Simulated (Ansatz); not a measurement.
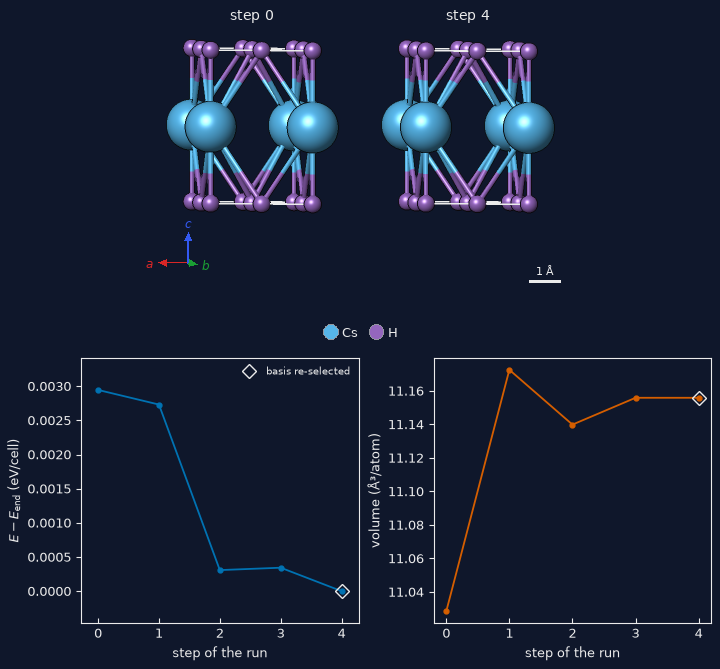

First and last geometry of a relaxation of crystalline CsH4 (a generated structure, set up in P6/mmm), with the history of the run. Style: ball-and-stick. Shown: the cell of the calculation, from a free direction.

Level of theory: DFT PBE, scalar-relativistic, plane waves, PAW; settings changed in Ansatz.

The input:
```yaml
crystal:
  lattice:
    - [3.5587919071, 0.0, 0.0]
    - [-1.7793959536, 3.0820041983, 0.0]
    - [0.0, 0.0, 5.027467726]
  atoms:
    - { symbol: Cs, position: [0.0, 0.0, 0.5] }
    - { symbol: H, position: [0.5, 0.0, 0.0] }
    - { symbol: H, position: [0.0, 0.5, 0.0] }
    - { symbol: H, position: [0.5, 0.5, 0.0] }
    - { symbol: H, position: [0.0, 0.0, 0.0] }
basis:
  ecutwfc: 420
kpoints:
  mp_grid: { grid: [12, 12, 8] }
hamiltonian:
  xc: pbe
scf:
  occupations: { method: gaussian, width: 0.1 }
  convergence: { dr2_threshold: 1.0e-11 }
output:
  forces: true
  eigenvalues: true
  stress: true
relax:
  adjacent_minimum: "off"
  f_tol: 0.01
  max_steps: 80
  cell: { stress_tol: 0.05 }
```

Run as
```bash
ansatz run input.yaml --threads 1 --pin off --max-ram 2048MiB --backend cpu --events-out ev --progress --plain --runs-dir out
```

Question: Did the run converge, and what did it change?

Answer: It converged. After 3 accepted moves (4 points after the start) the energy has fallen by 2.9 meV per cell of the calculation. All forces vanish by symmetry, so only the cell relaxes. The pressure goes from 0.25 to 0.01 GPa. At 1 point the geometry stayed and the basis and grid were re-selected for the new cell (energy shift of 0.3 meV per cell of the calculation at most each time). No atom moves by more than 0.005 Å relative to the cell. Cell: a = b 3.559 → 3.587 Å (+0.8 %), c 5.027 → 5.004 Å (−0.5 %). Volume +1.2 %. Among the contacts that change: Cs1–Cs1 3.559 → 3.587 Å, Cs1–H5 2.514 → 2.502 Å. The space group stays P6/mmm (No. 191). The run took 29 s on 1 thread of Intel(R) Xeon(R) Platinum 8488C (Sapphire Rapids) (shared host), peak memory 0.41 GiB.
